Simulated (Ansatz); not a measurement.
# BeCd (built on the sites of a database entry of BaZn): following an unstable mode, part 2 of 3

Which phase does BeCd (built on the sites of a database entry of BaZn) fall into along its unstable mode, and how much energy does it gain?

Ansatz 0.2.0; DFT PBEsol, scalar-relativistic, plane waves, PseudoDojo norm-conserving pseudopotentials.

So far, highest frequency on the path or at a solved wavevector (cm⁻¹): step 2 (response at finite wavevector) 351. Also lowest frequency on the path (cm⁻¹): step 2 -137.

The structure was built from a prototype and need not be the compound's stable phase.

## (6) Relaxation from the frozen mode

Starting from the lowest point found, all atoms and the cell are let go, so that strain and other modes of the same symmetry can join in.

Input file input.yaml:

```yaml
crystal:
  lattice:
    - [-3.060635456, 0.0, 0.0]
    - [0.0, -3.060635456, -3.060635456]
    - [0.0, -3.060635456, 3.060635456]
  atoms:
    - { symbol: Be, position: [1.0, 0.5739304544, 0.5] }
    - { symbol: Be, position: [1.0, -0.0739304544, 0.0] }
    - { symbol: Cd, position: [0.5, 0.0259894468, 0.5] }
    - { symbol: Cd, position: [0.5, 0.4740105532, 0.0] }
kpoints:
  mp_grid: { grid: [14, 10, 10] }
hamiltonian:
  xc: pbesol
  pseudopotentials: { kind: nc, accuracy: standard }
scf:
  occupations: { method: methfessel_paxton, width: 0.2 }
output:
  forces: true
  stress: true
  eigenvalues: true
relax:
  adjacent_minimum: "off"
  f_tol: 0.002
  max_steps: 120
  cell: { stress_tol: 0.03 }
```

Command:

```console
ansatz run input.yaml --threads 4 --pin off --max-ram 7168MiB --backend cpu --events-out ev --progress --plain --runs-dir out
```

Numbers of over 12 decimals in the logs are rounded to 6 here.

The log of the run:

```text
[...]
Crystal: 4 atoms, lattice volume = 57.341 Å³
Basis set: ecut = 1387.780699 eV, 6755 PW (Γ), exchange–correlation on 80×108×108 points (8 copies of the dense FFT grid, shifted against one another)
Bands: 29, of which v1, the nominal top of the filled ones, is band 24 counted from 1 (23 counted from 0)
Symmetry: 8 space group operations
[...]
k-points: 288 of 1400
[...]
SCF iter   1: F=—  HF=-10289.972648 eV  |F-HF|=—  |Δ(HF+E_count)|=         —  Δρ=5.84e-2  dr2=2.93e0  ethr=3.10e-3  ⟨swp⟩=6.6  Hψ=37474  notcnv=0
[...]
SCF iter   8: F=-10289.016834 eV  HF=-10289.016834 eV  |F-HF|=2.09e-9  |Δ(HF+E_count)|=   1.56e-7  S|Δr|=    0.00e0  Δρ=5.50e-6  dr2=1.23e-8  ethr=2.08e-10  ⟨swp⟩=10.5  Hψ=50748  notcnv=0
SCF 1 converged in 8 iterations: F = -10289.016834 eV  dr2 = 1.23e-8
relax step   1: F+E_penalty+E_count = -10289.01683406 eV  Δ(F+E_penalty+E_count) = +0.000e0 eV  max|allowed force component| = 4.601e-1 eV/Å  Δτ_max = 0.0000 Å  P = +0.941 GPa  Ω = 57.341 Å³  (8 SCF iters, dr2 threshold 1.00e-7 eV, accepted)
Crystal: 4 atoms, lattice volume = 57.120 Å³
Basis set: ecut = 1387.780699 eV, 6705 PW (Γ), exchange–correlation on 80×108×108 points (8 copies of the dense FFT grid, shifted against one another)
[...]
SCF iter   6: F=-10289.213183 eV  HF=-10289.213183 eV  |F-HF|=9.35e-8  |Δ(HF+E_count)|=   4.46e-7  S|Δr|=    0.00e0  Δρ=1.97e-5  dr2=2.21e-7  ethr=8.33e-10  ⟨swp⟩=8.1  Hψ=47604  notcnv=0
SCF 2 converged in 6 iterations: F = -10289.213183 eV  dr2 = 2.21e-7
relax step   2: F+E_penalty+E_count = -10289.21318257 eV  Δ(F+E_penalty+E_count) = -1.963e-1 eV  max|allowed force component| = 1.508e-1 eV/Å  Δτ_max = 0.1092 Å  P = +1.018 GPa  Ω = 57.120 Å³  energy of the carried Pulay correction = +1.018e-4 eV  (6 SCF iters, dr2 threshold 4.00e-7 eV, accepted)
Crystal: 4 atoms, lattice volume = 57.609 Å³
Basis set: ecut = 1387.780699 eV, 6769 PW (Γ), exchange–correlation on 80×108×108 points (8 copies of the dense FFT grid, shifted against one another)
[...]
SCF iter   6: F=-10289.296485 eV  HF=-10289.296485 eV  |F-HF|=1.40e-8  |Δ(HF+E_count)|=   3.50e-7  S|Δr|=    0.00e0  Δρ=2.28e-5  dr2=1.59e-7  ethr=8.33e-10  ⟨swp⟩=7.7  Hψ=45215  notcnv=0
SCF 3 converged in 6 iterations: F = -10289.296485 eV  dr2 = 1.59e-7
relax step   3: F+E_penalty+E_count = -10289.29648505 eV  Δ(F+E_penalty+E_count) = -8.330e-2 eV  max|allowed force component| = 1.352e-1 eV/Å  Δτ_max = 0.0678 Å  P = -0.136 GPa  Ω = 57.609 Å³  energy of the carried Pulay correction = -1.227e-4 eV  (6 SCF iters, dr2 threshold 4.00e-7 eV, accepted)
[... from here on, the SCF cycles and remarks between the steps are left out ...]
relax step   4: F+E_penalty+E_count = -10289.30754745 eV  Δ(F+E_penalty+E_count) = -1.106e-2 eV  max|allowed force component| = 2.133e-2 eV/Å  Δτ_max = 0.0279 Å  P = -0.366 GPa  Ω = 57.737 Å³  energy of the carried Pulay correction = -1.814e-4 eV  (5 SCF iters, dr2 threshold 4.00e-7 eV, accepted)
relax step   5: F+E_penalty+E_count = -10289.30956784 eV  Δ(F+E_penalty+E_count) = -2.020e-3 eV  max|allowed force component| = 1.837e-3 eV/Å  Δτ_max = 0.0142 Å  P = +0.239 GPa  Ω = 57.478 Å³  energy of the carried Pulay correction = -6.295e-5 eV  (5 SCF iters, dr2 threshold 4.00e-7 eV, accepted)
relax step   6: F+E_penalty+E_count = -10289.30967893 eV  Δ(F+E_penalty+E_count) = -1.111e-4 eV  max|allowed force component| = 2.197e-3 eV/Å  Δτ_max = 0.0023 Å  P = -0.018 GPa  Ω = 57.673 Å³  energy of the carried Pulay correction = -1.518e-4 eV  (4 SCF iters, dr2 threshold 3.93e-7 eV, accepted)
relax step   7: F+E_penalty+E_count = -10289.30970644 eV  Δ(F+E_penalty+E_count) = -2.751e-5 eV  max|allowed force component| = 2.818e-4 eV/Å  Δτ_max = 0.0008 Å  P = -0.004 GPa  Ω = 57.656 Å³  energy of the carried Pulay correction = -1.442e-4 eV  (4 SCF iters, dr2 threshold 2.13e-8 eV, accepted)
relax step   8: F+E_penalty+E_count = -10289.32961070 eV  Δ(F+E_penalty+E_count) = -1.990e-2 eV  max|allowed force component| = 2.328e-4 eV/Å  Δτ_max = 0.0000 Å  P = +0.633 GPa  Ω = 57.656 Å³  stress off target by 1.70e0 GPa  SCF on the basis re-selected at this cell (its energy is not comparable with the rows above)  (6 SCF iters)
relax step   9: F+E_penalty+E_count = -10289.33498973 eV  Δ(F+E_penalty+E_count) = -5.379e-3 eV  max|allowed force component| = 6.440e-3 eV/Å  Δτ_max = 0.0191 Å  P = +0.207 GPa  Ω = 58.109 Å³  energy of the carried Pulay correction = -2.178e-4 eV  (5 SCF iters, dr2 threshold 4.00e-7 eV, accepted)
relax step  10: F+E_penalty+E_count = -10289.33515086 eV  Δ(F+E_penalty+E_count) = -1.611e-4 eV  max|allowed force component| = 1.352e-3 eV/Å  Δτ_max = 0.0055 Å  P = -0.015 GPa  Ω = 58.289 Å³  energy of the carried Pulay correction = -3.119e-4 eV  (4 SCF iters, dr2 threshold 3.63e-7 eV, accepted)
relax step  11: F+E_penalty+E_count = -10289.33568972 eV  Δ(F+E_penalty+E_count) = -5.389e-4 eV  max|allowed force component| = 1.513e-3 eV/Å  Δτ_max = 0.0000 Å  P = +0.001 GPa  Ω = 58.289 Å³  stress off target by 3.08e-2 GPa  SCF on the basis re-selected at this cell (its energy is not comparable with the rows above)  (6 SCF iters)
relax step  12: F+E_penalty+E_count = -10289.33569246 eV  Δ(F+E_penalty+E_count) = -2.731e-6 eV  max|allowed force component| = 2.601e-4 eV/Å  Δτ_max = 0.0003 Å  P = +0.001 GPa  Ω = 58.291 Å³  energy of the carried Pulay correction = -1.083e-6 eV  (4 SCF iters, dr2 threshold 2.37e-9 eV, accepted)
[...]
SCF iter   5: F=-10289.335694 eV  HF=-10289.335694 eV  |F-HF|=0.00e0  |Δ(HF+E_count)|=  1.82e-12  S|Δr|=    0.00e0  Δρ=9.56e-8  dr2=1.97e-12  ethr=1.00e-12  ⟨swp⟩=8.2  Hψ=50809  notcnv=0
SCF 13 converged in 5 iterations: F = -10289.335694 eV  dr2 = 1.97e-12
relax step  13: F+E_penalty+E_count = -10289.33569415 eV  Δ(F+E_penalty+E_count) = -1.691e-6 eV  max|allowed force component| = 2.596e-4 eV/Å  Δτ_max = 0.0000 Å  P = +0.001 GPa  Ω = 58.291 Å³  stress off target by 3.51e-3 GPa  SCF on the basis re-selected at this cell (its energy is not comparable with the rows above)  (5 SCF iters)
[...]
SCF converged after 5 iterations
[...]
Free energy (F): -10289.335694 eV
[...]
Internal energy: -10289.336637 eV  (E = F + TS)
E sigma→0 (E₀):  -10289.335930 eV
Entropy (-TS):   0.000943 eV (0.236 meV/atom)
Fermi energy:    13.882181 eV
[...]
--- Forces (eV/Å), atoms counted from 1 ---
  atom   1  Be     0.00000000     0.00010532     0.00010532
  atom   2  Be    -0.00000000    -0.00010532    -0.00010532
  atom   3  Cd    -0.00000000     0.00025961     0.00025961
  atom   4  Cd     0.00000000    -0.00025961    -0.00025961
  max |Σ_I F_I| component: 0.00e0 eV/Å
--- Stress (GPa, compression-positive) ---
       -0.001371       0.000000       0.000000
        0.000000       0.001829       0.001682
        0.000000       0.001682       0.001829
  P = ⅓ Tr σ = 0.0008 GPa (0.008 kbar)
--- Band table (eV; the first three rows and the last of 288) ---
  k-point 0: bands = [... 20 lower, 5.0059, 9.7556, 10.3649, 11.1725, 15.4503, 17.1738, 17.9877, 18.7962, ... 1 higher]
  k-point 1: bands = [... 20 lower, 4.9572, 9.8655, 10.0795, 10.9939, 16.0579, 16.6277, 17.8988, 18.0980, ... 1 higher]
  k-point 2: bands = [... 20 lower, 4.8396, 9.1651, 10.1693, 10.9525, 15.6460, 16.5984, 17.4603, 18.4205, ... 1 higher]
  k-point 287: bands = [... 20 lower, 10.6711, 10.6711, 10.8979, 10.8979, 13.4417, 13.4417, 14.4620, 14.4620, ... 1 higher]
--- Relaxed structure (10 steps of the walk, 10 accepted, 3 SCFs on fresh bases) ---
  F+E_penalty+E_count = -10289.33569415 eV   max|allowed force component| = 2.596e-4 eV/Å   (the final SCF, on the basis selected at the relaxed cell)
  cell:  # Å, volume = 58.2912 Å³
    - [-2.925952, 0, 0]
    - [0, -3.489040, -3.489040]
    - [0, -2.854959, 2.854959]
  atoms:
    - { symbol: Be, position: [1.0, 0.613639, 0.500000] }
    - { symbol: Be, position: [1.0, -0.113639, 0.0] }
    - { symbol: Cd, position: [0.5, 0.048677, 0.5] }
    - { symbol: Cd, position: [0.5, 0.451323, 0.0] }
```

Elapsed: 12 min, on 4 threads of Arm Neoverse N1, shared host; peak memory 1.8 GiB; 49 min of CPU time.

Relaxation path:

| step | energy less that of the first step (eV) | largest force component (eV/Å) | pressure (GPa) | volume (Å³) |
| --- | --- | --- | --- | --- |
| 1 | 0.0000 | 0.4601 | 0.94 | 57.34 |
| 2 | -0.1963 | 0.1508 | 1.02 | 57.12 |
| 3 | -0.2797 | 0.1352 | -0.14 | 57.61 |
| 4 | -0.2907 | 0.0213 | -0.37 | 57.74 |
| 5 | -0.2927 | 0.0018 | 0.24 | 57.48 |
| 6 | -0.2928 | 0.0022 | -0.02 | 57.67 |
| 7 | -0.2929 | 0.0003 | 0.00 | 57.66 |
| 8* | -0.3128 | 0.0002 | 0.63 | 57.66 |
| 9 | -0.3182 | 0.0064 | 0.21 | 58.11 |
| 10 | -0.3183 | 0.0014 | -0.01 | 58.29 |
| 11* | -0.3189 | 0.0015 | 0.00 | 58.29 |
| 12 | -0.3189 | 0.0003 | 0.00 | 58.29 |
| 13* | -0.3189 | 0.0003 | 0.00 | 58.29 |

Relaxation steps marked * repeat the geometry before them on a plane-wave basis chosen anew for their cell, so energy and pressure can jump there.

The run keeps the 8 symmetry operations that it works with, so distortions that break them were not tested.

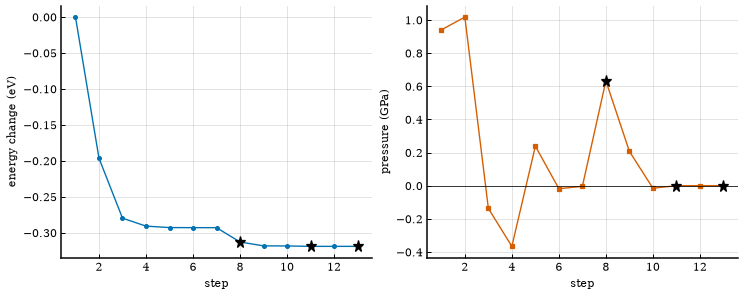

Energy and pressure along the relaxation. Stars mark steps on a basis chosen anew.

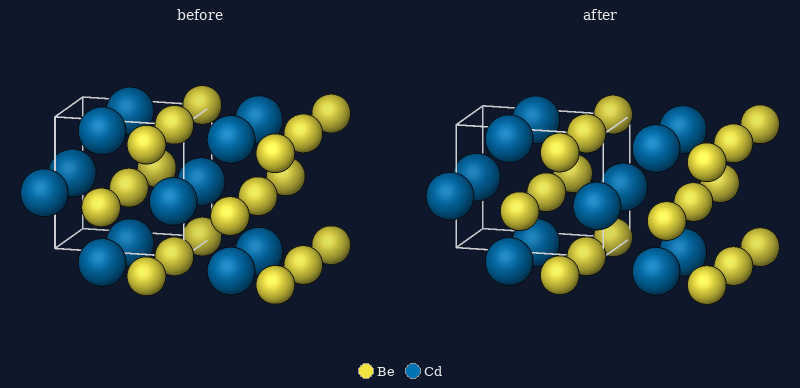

The structure before and after the relaxation, drawn at the same scale.

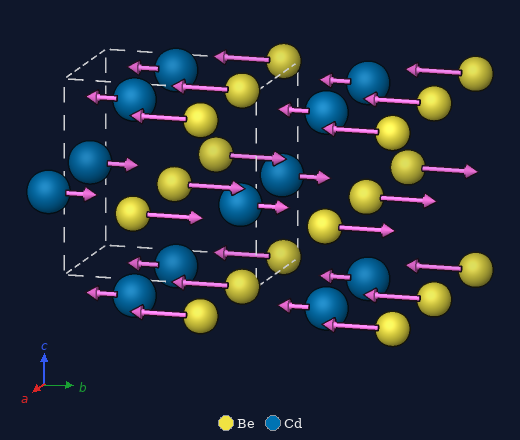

Displacements in the relaxation, exaggerated, measured against the changing cell; the longest in the cell stands for 0.20 Å. 2×2×1 cells are drawn. Some periodic images of atoms are drawn too.

| cell as run | before | after | change |
| --- | --- | --- | --- |
| a (Å) | 3.061 | 2.926 | -4.4 % |
| b (Å) | 4.328 | 4.934 | +14.0 % |
| c (Å) | 4.328 | 4.038 | -6.7 % |
| volume (Å³/atom) | 14.34 | 14.57 | +1.7 % |

The atoms that moved most (Å, as changes of fractional coordinates times the final cell):

| atom | dx | dy | dz | length |
| --- | --- | --- | --- | --- |
| Be1 | 0.000 | -0.139 | -0.139 | 0.196 |
| Be2 | 0.000 | 0.139 | 0.139 | 0.196 |
| Cd4 | 0.000 | 0.079 | 0.079 | 0.112 |
| Cd3 | 0.000 | -0.079 | -0.079 | 0.112 |

The relaxed structure:

```xyz
4
Lattice="-2.9260 0.0000 0.0000 0.0000 -3.4890 -3.4890 0.0000 -2.8550 2.8550" Properties=species:S:1:pos:R:3 pbc="T T T"
Be   -2.9260   -3.5685   -0.7135
Be   -2.9260    0.3965    0.3965
Cd   -1.4630   -1.5973    1.2576
Cd   -1.4630   -1.5747   -1.5747
```

Numbers from this step:

```yaml
pressure: 7.62e-4 GPa
volume_per_atom: 14.57 Å³
```

The distorted start has space group Pmma; the relaxation ends in Pmma.

## (7) The new phase in its own primitive cell

The relaxed structure is symmetrised, reduced to its primitive cell and relaxed tightly, as its phonons need.

input.yaml, the sections that differ from step 6:

```yaml
crystal:
  lattice:
    - [4.0375211671, 0.0, 0.0]
    - [0.0, 2.9259519438, 0.0]
    - [0.0, 0.0, 4.9342481555]
  atoms:
    - { symbol: Be, position: [0.25, 0.0, 0.3636394135] }
    - { symbol: Be, position: [0.75, 0.0, 0.6363605865] }
    - { symbol: Cd, position: [0.25, 0.5, 0.7986770247] }
    - { symbol: Cd, position: [0.75, 0.5, 0.2013229753] }
kpoints:
  mp_grid: { grid: [10, 14, 8] }
relax:
  adjacent_minimum: "off"
  f_tol: 0.001
  max_steps: 60
  cell: { stress_tol: 0.01 }
# hamiltonian, scf, output: as in step 6
```

The log of the run:

```text
[...]
Crystal: 4 atoms, lattice volume = 58.291 Å³
Basis set: ecut = 1387.780699 eV, 6845 PW (Γ), exchange–correlation on 100×72×120 points (8 copies of the dense FFT grid, shifted against one another)
Bands: 29, of which v1, the nominal top of the filled ones, is band 24 counted from 1 (23 counted from 0)
Symmetry: 8 space group operations
[...]
k-points: 240 of 1120
[...]
--- Relaxed structure (5 steps of the walk, 5 accepted, 1 SCFs on fresh bases) ---
[...]
cell:  # Å, volume = 58.2855 Å³
    - [4.034122, 0.0, 0.0]
    - [0.0, 2.919766, 0.0]
    - [0.0, 0.0, 4.948385]
  atoms:
    - { symbol: Be, position: [0.25, 0.0, 0.364265] }
    - { symbol: Be, position: [0.75, 0.0, 0.635735] }
    - { symbol: Cd, position: [0.25, 0.5, 0.798755] }
    - { symbol: Cd, position: [0.75, 0.5, 0.201245] }
[key lines of the parts left out:]
SCF converged after 5 iterations
Free energy (F): -10289.334434 eV
Fermi energy:    13.872781 eV
P = ⅓ Tr σ = 0.0032 GPa (0.032 kbar)
```

Wall time 4.5 min (4 threads); peak memory 1.6 GiB; 18 min of CPU time.

Step by step:

| step | energy less that of the first step (eV) | largest force component (eV/Å) | pressure (GPa) | volume (Å³) |
| --- | --- | --- | --- | --- |
| 1 | 0.0000 | 0.0016 | -0.02 | 58.29 |
| 2 | -0.0002 | 0.0033 | -0.01 | 58.28 |
| 3 | -0.0002 | 0.0012 | 0.00 | 58.28 |
| 4 | -0.0002 | 0.0009 | 0.00 | 58.28 |
| 5 | -0.0002 | 0.0003 | 0.00 | 58.29 |
| 6* | -0.0002 | 0.0003 | 0.00 | 58.29 |

Relaxation steps marked * repeat the geometry before them on a plane-wave basis chosen anew for their cell, so energy and pressure can jump there.

The run keeps the 8 symmetry operations that it works with, so distortions that break them were not tested.

| conventional cell, symmetrised | before | after | change |
| --- | --- | --- | --- |
| a (Å) | 4.038 | 4.034 | -0.1 % |
| b (Å) | 2.926 | 2.920 | -0.2 % |
| c (Å) | 4.934 | 4.948 | +0.3 % |
| volume (Å³/atom) | 14.57 | 14.57 | -0.0 % |

Final coordinates:

```xyz
4
Lattice="4.0341 0.0000 0.0000 0.0000 2.9198 0.0000 0.0000 0.0000 4.9484" Properties=species:S:1:pos:R:3 pbc="T T T"
Be    1.0085    0.0000    1.8025
Be    3.0256    0.0000    3.1459
Cd    1.0085    1.4599    3.9525
Cd    3.0256    1.4599    0.9958
```

This step gave:

- pressure: 0.003193 GPa

The largest force component left is 0.26 meV/Å and the pressure is 0.003 GPa, within the tolerances set. The cell now holds 14.57 Å³/atom.

(Continued in part 3 of 3.)

[Logs are printed without paths, hosts, clocks, repeated set-up lines and the standing remarks that a program may print on its own settings, such as how far it seeks lower states.]

[Hosts, paths, dates, database ids (printed as entryN), source tags and the programs' standing remarks are cut or masked in the printed files.]
